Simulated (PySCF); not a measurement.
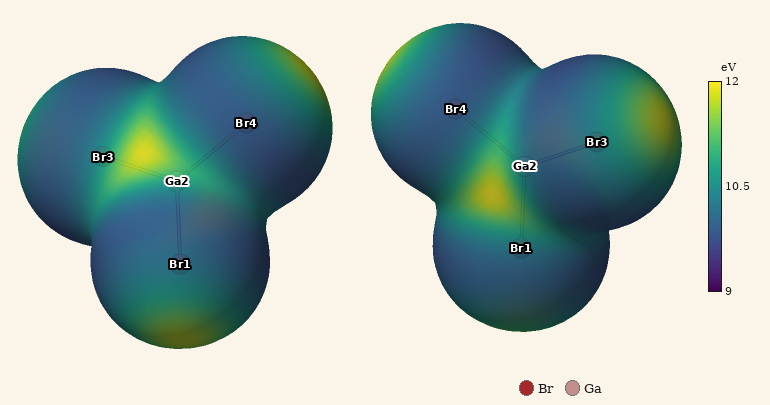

Figure. Br$_{3}$Ga, SMILES `Br[Ga](Br)Br`. Average local ionisation energy on the surface of electron density 0.001 a.u. (back view left, front view right).

Method: PBE0/def2-TZVP; geometry: GFN2-xTB; program: PySCF. No frequency check shows the geometry to be a minimum. GFN2-xTB bond lengths at metals and heavier atoms can be off by up to 0.1 Å and shapes distorted, which carries into these values.

### Where are the most loosely bound electrons on this surface?

The lowest value is 9.8 eV, 2.2 Å from Br1, and at like points elsewhere. For comparison, the highest occupied orbital lies at −8.7 eV.

### What volume does the surface enclose, and what is the dipole moment?

About 144 Å³; the dipole moment is 0.0 D.
